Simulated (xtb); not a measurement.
Run report: B$_{5}$F$_{5}$ (charge −2), geometry relaxation (part 3 of 3)

B$_{5}$F$_{5}$, charge −2; GFN1-xTB (xtb 6.7.1 later snapshot). The geometry comes from this level: GFN2-xTB.

Output, continued:
```
         #    Occupation            Energy/Eh            Energy/eV
      -------------------------------------------------------------
         1        2.0000           -0.4657775             -12.6745
       ...           ...                  ...                  ...
        20        2.0000           -0.1415589              -3.8520
        21        2.0000           -0.1415589              -3.8520
        22        2.0000           -0.0895457              -2.4367
        23        2.0000           -0.0800686              -2.1788
        24        2.0000           -0.0800520              -2.1783
        25        2.0000            0.0121183               0.3298
        26        2.0000            0.0121197               0.3298 (HOMO)
        27                          0.1355465               3.6884 (LUMO)
        28                          0.1355553               3.6886
        29                          0.2476780               6.7397
        30                          0.2770104               7.5378
        31                          0.3617352               9.8433
       ...                                ...                  ...
        40                          1.2505965              34.0305
      -------------------------------------------------------------
                  HL-Gap            0.1234268 Eh            3.3586 eV
             Fermi-level            0.0738331 Eh            2.0091 eV

 SCC (total)                   0 d,  0 h,  0 min,  0.006 sec
 SCC setup                      ...        0 min,  0.000 sec (  1.302%)
 Dispersion                     ...        0 min,  0.000 sec (  0.436%)
 classical contributions        ...        0 min,  0.000 sec (  0.148%)
 integral evaluation            ...        0 min,  0.002 sec ( 29.550%)
 iterations                     ...        0 min,  0.001 sec ( 13.824%)
 molecular gradient             ...        0 min,  0.003 sec ( 52.257%)
 printout                       ...        0 min,  0.000 sec (  2.226%)

         :::::::::::::::::::::::::::::::::::::::::::::::::::::
         ::                     SUMMARY                     ::
         :::::::::::::::::::::::::::::::::::::::::::::::::::::
         :: total energy             -33.237367902833 Eh    ::
         :: gradient norm              0.000054086567 Eh/a0 ::
         :: HOMO-LUMO gap              3.358614118589 eV    ::
         ::.................................................::
         :: SCC energy               -33.347627731879 Eh    ::
         :: -> electrostatic           0.506381255593 Eh    ::
         :: repulsion energy           0.113592914588 Eh    ::
         :: dispersion energy         -0.003333085541 Eh    ::
         :: halogen bond corr.         0.000000000000 Eh    ::
         :: add. restraining           0.000000000000 Eh    ::
         :: total charge              -2.000000000000 e     ::
         :::::::::::::::::::::::::::::::::::::::::::::::::::::

           -------------------------------------------------
          |                Property Printout                |
           -------------------------------------------------

    * Orbital Energies and Occupations

         #    Occupation            Energy/Eh            Energy/eV
      -------------------------------------------------------------
         1        2.0000           -0.4657775             -12.6745
       ...           ...                  ...                  ...
        14        2.0000           -0.1835688              -4.9952
        15        2.0000           -0.1816917              -4.9441
        16        2.0000           -0.1745132              -4.7487
        17        2.0000           -0.1636100              -4.4521
        18        2.0000           -0.1438816              -3.9152
        19        2.0000           -0.1438816              -3.9152
        20        2.0000           -0.1415589              -3.8520
        21        2.0000           -0.1415589              -3.8520
        22        2.0000           -0.0895457              -2.4367
        23        2.0000           -0.0800686              -2.1788
        24        2.0000           -0.0800520              -2.1783
        25        2.0000            0.0121183               0.3298
        26        2.0000            0.0121197               0.3298 (HOMO)
        27                          0.1355465               3.6884 (LUMO)
        28                          0.1355553               3.6886
        29                          0.2476780               6.7397
        30                          0.2770104               7.5378
        31                          0.3617352               9.8433
        32                          0.4071525              11.0792
        33                          0.4071663              11.0796
        34                          0.4221132              11.4863
        35                          0.5284609              14.3802
        36                          0.5284835              14.3808
        37                          0.6953638              18.9218
       ...                                ...                  ...
        40                          1.2505965              34.0305
      -------------------------------------------------------------
                  HL-Gap            0.1234268 Eh            3.3586 eV
             Fermi-level            0.0738331 Eh            2.0091 eV

  Mulliken/CM5 charges         n(s)   n(p)   n(d)
     1      0.15921  0.11577   0.987  1.853  0.000
     2      0.15921  0.11577   0.987  1.853  0.000
     3     -0.09533 -0.13464   0.920  2.176  0.000
     4     -0.09533 -0.13464   0.920  2.176  0.000
     5      0.15921  0.11577   0.987  1.853  0.000
     6     -0.43891 -0.39524   1.853  5.586  0.000
     7     -0.43891 -0.39524   1.853  5.586  0.000
     8     -0.48512 -0.44617   1.863  5.622  0.000
     9     -0.48512 -0.44617   1.863  5.622  0.000
    10     -0.43891 -0.39524   1.853  5.586  0.000

Wiberg/Mayer (AO) data.
largest (>0.10) Wiberg bond orders for each atom

 ---------------------------------------------------------------------------
     #   Z sym  total        # sym  WBO       # sym  WBO       # sym  WBO
 ---------------------------------------------------------------------------
     1   5      3.300 --     3      0.914     4      0.905     6      0.817
                             5      0.289     2      0.289
     2   5      3.300 --     4      0.911     3      0.908     7      0.817
                             1      0.289     5      0.289
     3   5      3.633 --     1      0.914     2      0.908     5      0.906
                             8      0.738
     4   5      3.633 --     5      0.913     2      0.911     1      0.905
                             9      0.738
     5   5      3.300 --     4      0.913     3      0.906    10      0.817
                             1      0.289     2      0.289
     6   9      0.913 --     1      0.817
     7   9      0.913 --     2      0.817
     8   9      0.820 --     3      0.738
     9   9      0.820 --     4      0.738
    10   9      0.913 --     5      0.817
 ---------------------------------------------------------------------------

Topologies differ in total number of bonds
Writing topology from bond orders to xtbtopo.mol

 dipole moment from electron density (au)
     X       Y       Z
  -0.0000   0.0000  -0.0000  total (Debye):    0.000

           -------------------------------------------------
          |                Geometry Summary                 |
           -------------------------------------------------

      molecular mass/u    :      149.0471560
   center of mass at/Å    :       -0.0000010       0.0000009       0.0000000
  moments of inertia/u·Å² :        0.4375642E+03   0.5192883E+03   0.5192962E+03
rotational constants/cm⁻¹ :        0.3852608E-01   0.3246296E-01   0.3246246E-01

 * 9 selected distances

     #   Z          #   Z                                           value/Å
     1   5          3   5                                         1.6726095
     2   5          3   5                                         1.6757791
     1   5          4   5                                         1.6777124 (max)
     2   5          4   5                                         1.6745091
     3   5          5   5                                         1.6770707
     4   5          5   5                                         1.6732374
     1   5          6   9                                         1.4339106
     2   5          7   9                                         1.4339118
     5   5         10   9                                         1.4339104 (min)

 * 2 distinct bonds (by element types)

   Z      Z             #   av. dist./Å        max./Å        min./Å
   5 B    5 B           6     1.6751530     1.6777124     1.6726095
   5 B    9 F           3     1.4339109     1.4339118     1.4339104

optimized geometry written to: xtbopt.xyz

           -------------------------------------------------
          | TOTAL ENERGY              -33.237367902833 Eh   |
          | GRADIENT NORM               0.000054086567 Eh/α |
          | HOMO-LUMO GAP               3.358614118589 eV   |
           -------------------------------------------------

------------------------------------------------------------------------
------------------------------------------------------------------------
 total:
 *  cpu-time:     0 d,  0 h,  0 min,  0.074 sec
 * ratio c/w:     1.000 speedup
 SCF:
 *  cpu-time:     0 d,  0 h,  0 min,  0.008 sec
 * ratio c/w:     1.000 speedup
 ANC optimizer:
 *  cpu-time:     0 d,  0 h,  0 min,  0.060 sec
 * ratio c/w:     1.000 speedup
```

File xtbopt.xyz:
```
10
 energy: -33.237367902833 gnorm: 0.000054086567 xtb: 6.7.1
B            0.14055757771582        0.75187742882219        0.90892918473466
B            0.74034930905301       -0.91992232566937       -0.12983896662227
B            0.71493485587619        0.66964277850153       -0.65981241459231
B           -0.71492913213633       -0.66966814889235        0.65979250876275
B           -0.88091778773279        0.16805332342363       -0.77909364762942
F            0.30616258351022        1.65563771944404        2.00978858399832
F            1.63500168710428       -2.02935952191225       -0.28747463442585
F            1.61312811834029        1.51025957608635       -1.49397849140339
F           -1.61311388686149       -1.51028712011272        1.49396708769465
F           -1.94118332486919        0.37376629030896       -1.72228921051713
```

Standard error:
```
normal termination of xtb
```

Trajectory as extended XYZ (Å, eV, eV/Å), 8 frames, from step=0 to step=7:
```
10
Properties=species:S:1:pos:R:3 step=0 energy=-904.18428
B     0.1310    0.7000    0.8459
B     0.6889   -0.8563   -0.1209
B     0.7286    0.6819   -0.6720
B    -0.7280   -0.6821    0.6722
B    -0.8194    0.1563   -0.7244
F     0.2989    1.6270    1.9760
F     1.6069   -1.9945   -0.2836
F     1.6411    1.5360   -1.5213
F    -1.6411   -1.5365    1.5212
F    -1.9069    0.3681   -1.6931
10
Properties=species:S:1:pos:R:3 step=1 energy=-904.34728
B     0.1346    0.7199    0.8700
B     0.7086   -0.8808   -0.1244
B     0.7268    0.6805   -0.6703
B    -0.7264   -0.6806    0.6704
B    -0.8430    0.1608   -0.7454
F     0.3021    1.6401    1.9912
F     1.6195   -2.0104   -0.2855
F     1.6305    1.5261   -1.5106
F    -1.6302   -1.5265    1.5109
F    -1.9225    0.3707   -1.7064
10
Properties=species:S:1:pos:R:3 step=2 energy=-904.43052
B     0.1394    0.7453    0.9009
B     0.7338   -0.9118   -0.1287
B     0.7198    0.6741   -0.6637
B    -0.7195   -0.6742    0.6640
B    -0.8730    0.1666   -0.7720
F     0.3050    1.6535    2.0072
F     1.6327   -2.0268   -0.2876
F     1.6126    1.5095   -1.4939
F    -1.6125   -1.5097    1.4939
F    -1.9383    0.3735   -1.7201
10
Properties=species:S:1:pos:R:3 step=3 energy=-904.43370
B     0.1403    0.7501    0.9066
B     0.7385   -0.9177   -0.1296
B     0.7172    0.6717   -0.6616
B    -0.7171   -0.6718    0.6617
B    -0.8788    0.1676   -0.7771
F     0.3058    1.6555    2.0096
F     1.6347   -2.0292   -0.2877
F     1.6108    1.5080   -1.4919
F    -1.6106   -1.5080    1.4920
F    -1.9409    0.3738   -1.7221
10
Properties=species:S:1:pos:R:3 step=4 energy=-904.43460
B     0.1406    0.7520    0.9089
B     0.7403   -0.9200   -0.1298
B     0.7157    0.6703   -0.6603
B    -0.7156   -0.6703    0.6603
B    -0.8810    0.1680   -0.7790
F     0.3061    1.6561    2.0103
F     1.6354   -2.0299   -0.2876
F     1.6115    1.5087   -1.4925
F    -1.6115   -1.5088    1.4925
F    -1.9416    0.3739   -1.7227
10
Properties=species:S:1:pos:R:3 step=5 energy=-904.43484
B     0.1407    0.7522    0.9093
B     0.7406   -0.9203   -0.1299
B     0.7149    0.6696   -0.6598
B    -0.7149   -0.6697    0.6597
B    -0.8813    0.1681   -0.7794
F     0.3062    1.6559    2.0101
F     1.6353   -2.0297   -0.2875
F     1.6127    1.5099   -1.4936
F    -1.6127   -1.5099    1.4936
F    -1.9415    0.3739   -1.7226
10
Properties=species:S:1:pos:R:3 step=6 energy=-904.43485
B     0.1406    0.7519    0.9089
B     0.7403   -0.9199   -0.1298
B     0.7149    0.6696   -0.6598
B    -0.7149   -0.6696    0.6597
B    -0.8809    0.1680   -0.7791
F     0.3061    1.6556    2.0098
F     1.6350   -2.0293   -0.2875
F     1.6133    1.5104   -1.4942
F    -1.6133   -1.5104    1.4941
F    -1.9411    0.3738   -1.7223
10
Properties=species:S:1:pos:R:3 step=7 energy=-904.43486
B     0.1406    0.7519    0.9089
B     0.7403   -0.9199   -0.1298
B     0.7149    0.6696   -0.6598
B    -0.7149   -0.6697    0.6598
B    -0.8809    0.1681   -0.7791
F     0.3062    1.6556    2.0098
F     1.6350   -2.0294   -0.2875
F     1.6131    1.5103   -1.4940
F    -1.6131   -1.5103    1.4940
F    -1.9412    0.3738   -1.7223
```

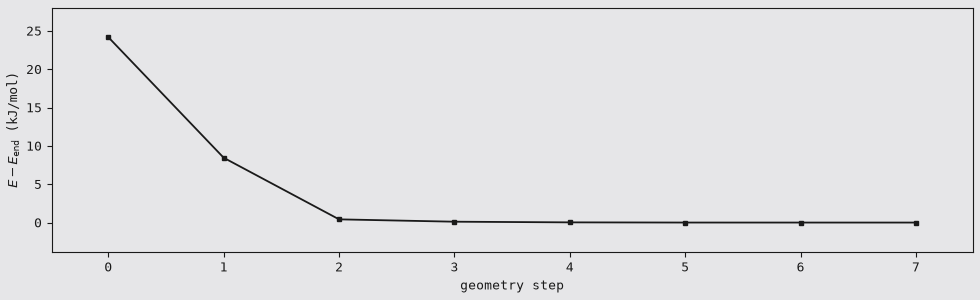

**Figure 1.** Progress of the relaxation, step by step (steps are counted from 0).

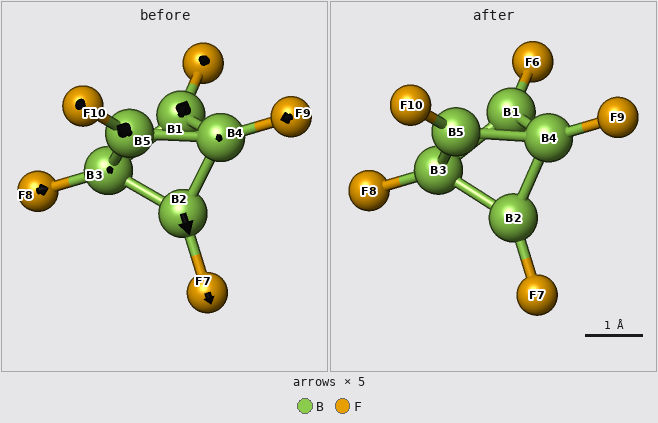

**Figure 2.** Before (left) and after (right) the relaxation, at one scale (ball-and-stick view, seen at a tilt). The black arrows give the displacements, magnified 5 times. The atom that moves furthest after the best rigid fit is B5 (0.083 Å). By element the largest moves are B 0.083 Å, F 0.047 Å. Among the contacts that change: B2–B3 1.634 → 1.676 Å, B1–B3 1.631 → 1.673 Å, B1–B4 1.637 → 1.678 Å, B1–F6 1.471 → 1.434 Å. Among the angles that change: B3–B1–B4 94.8° → 89.7°, B1–B3–B2 71.8° → 75.8°, B4–B1–F6 132.3° → 135.0°. The energy falls by 24.2 kJ/mol in 7 geometry steps. (Atoms are counted from 1 in the order of the input.)

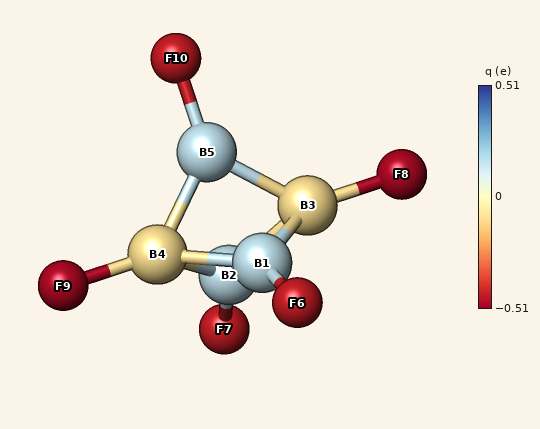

**Figure 3.** Mulliken charges, as the colour of each atom (ball-and-stick view, seen at a tilt; atoms are numbered from 1 in the order of the input). By element: B −0.10 to +0.16 and F −0.49 to −0.44 e.

The run was set up as follows.

Input file (start.xyz):
```
10

B      0.131010     0.700030     0.845890
B      0.688920    -0.856310    -0.120900
B      0.728610     0.681950    -0.672010
B     -0.728020    -0.682100     0.672230
B     -0.819370     0.156320    -0.724400
F      0.298920     1.626960     1.975950
F      1.606880    -1.994450    -0.283620
F      1.641100     1.535980    -1.521270
F     -1.641140    -1.536520     1.521180
F     -1.906920     0.368140    -1.693060
```

Command:
```bash
xtb --gfn 1 --opt vtight -c -2 -u 0 --parallel 1 -- start.xyz > start.out 2> xtb.err
```

Key numbers:

```csv
quantity,value
outcome,converged
electrons treated,52
total energy,−33.237368 hartree
dispersion energy,−0.003333 hartree
basis functions,40
HOMO,0.33 eV
LUMO,3.69 eV
hardware,"1 thread of Arm Neoverse V1, 24 GiB of memory available, shared host"
peak memory,0.075 GiB
```
